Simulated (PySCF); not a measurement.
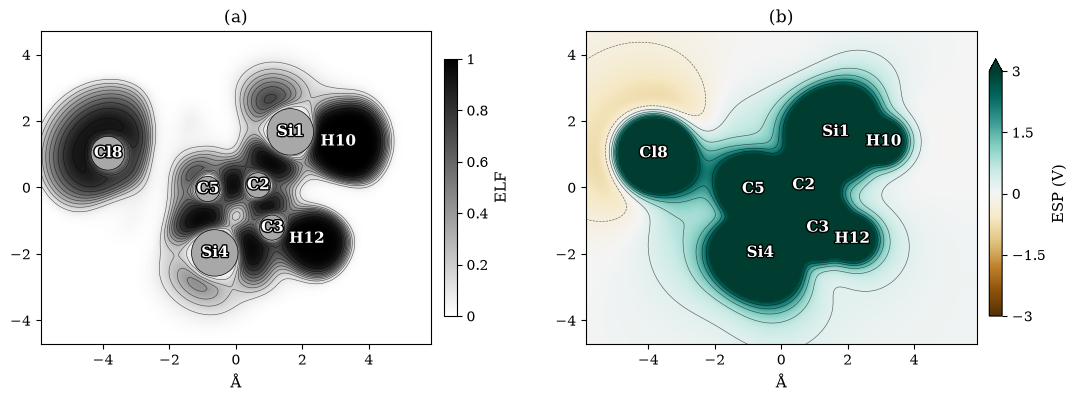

C5H11ClSi2 (SMILES [SiH3]C1=C[SiH2][C@H]1CCCl). (a) ELF; (b) electrostatic potential on the plane of atoms C3, Si4 and C5. Grey discs cover the atomic cores in the ELF map.

Geometry: GFN2-xTB.

The calculation used PBE0/pcSseg-1, SCF density, gas phase, non-relativistic (PySCF 2.14.0).

| atom | x (Å) | y (Å) | z (Å) |
| --- | --- | --- | --- |
| Si | -2.1506 | -1.6915 | -0.2887 |
| C | -1.3143 | -0.0129 | -0.2134 |
| C | -1.8249 | 1.2065 | 0.0333 |
| Si | -0.1821 | 2.1193 | -0.0917 |
| C | 0.1667 | 0.2472 | -0.4334 |
| C | 1.0772 | -0.5118 | 0.5210 |
| C | 2.5302 | -0.0930 | 0.3840 |
| Cl | 3.1681 | -0.4973 | -1.2328 |
| H | -1.7493 | -2.3656 | -1.5262 |
| H | -3.6025 | -1.5091 | -0.2495 |
| H | -1.7217 | -2.4907 | 0.8653 |
| H | -2.8608 | 1.4421 | 0.2209 |
| H | 0.0406 | 3.0542 | -1.1918 |
| H | 0.3916 | 2.6322 | 1.1551 |
| H | 0.4583 | 0.0043 | -1.4580 |
| H | 0.9892 | -1.5882 | 0.3462 |
| H | 0.7699 | -0.3152 | 1.5522 |
| H | 3.1669 | -0.6078 | 1.1038 |
| H | 2.6376 | 0.9864 | 0.4964 |

Question: Read the bonding off the picture.

Answer: Atoms in the plane: Si, C, Cl and H. C–C (1.34 Å): the ELF peaks at about 0.95 between the atoms; a multiple bond. C–Si (1.88 Å): the ELF peaks at about 0.95 between the atoms: localised, covalent bonding. C–H (1.08 Å): the ELF climbs to about 1 towards the hydrogen, as it does in any bond to H (a covalent bond by its length). C–C (1.52 Å): the ELF peaks at about 0.95 between the atoms (localised, covalent bonding). C–Si (1.93 Å): the ELF peaks at about 0.95 between the atoms: a shared electron pair. The ELF also peaks beside Cl8, away from the bonds: lone-pair regions. Outside the dense part of the molecule the potential is most negative (−0.8 V) near Cl8.
